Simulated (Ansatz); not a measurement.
## How basis sets differ on CH3Cl3Si (methyltrichlorosilane)

CH3Cl3Si: 8 atoms, total charge 0, spin state singlet. As SMILES, `C[Si](Cl)(Cl)Cl`. Geometry: relaxed at PBE0-D4/def2-TZVP.

| atom | x (Å) | y (Å) | z (Å) |
| --- | --- | --- | --- |
| C | -0.7289 | -0.2796 | 0.6861 |
| Si | 0.5689 | 0.1979 | -0.5287 |
| Cl | 2.3604 | -0.6400 | -0.0336 |
| Cl | 0.0659 | -0.4295 | -2.4022 |
| Cl | 0.8012 | 2.2230 | -0.5738 |
| H | -0.8445 | -1.3652 | 0.7008 |
| H | -0.4483 | 0.0611 | 1.6848 |
| H | -1.6826 | 0.1752 | 0.4108 |

Each level gives the electronic atomisation energy (eV). The values are calculated. Electronic energies at fixed atoms, without zero-point motion or spin-orbit coupling.

```
          level  kind  program  value (eV)
  SVWN5/cc-pVDZ   LDA   Ansatz       32.41
SVWN5/jorge-DZP   LDA   Ansatz       32.31
SVWN5/jorge-TZP   LDA   Ansatz       33.09
SVWN5/jorge-QZP   LDA   Ansatz       33.20
```

The values span 32.31 to 33.20 eV.

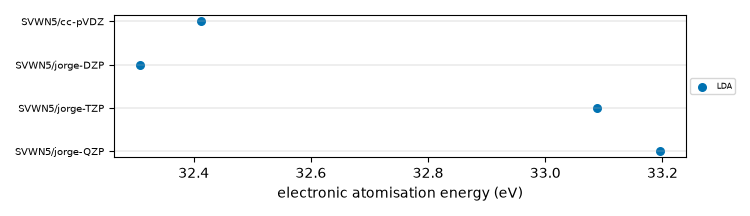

The values of the table, level by level.
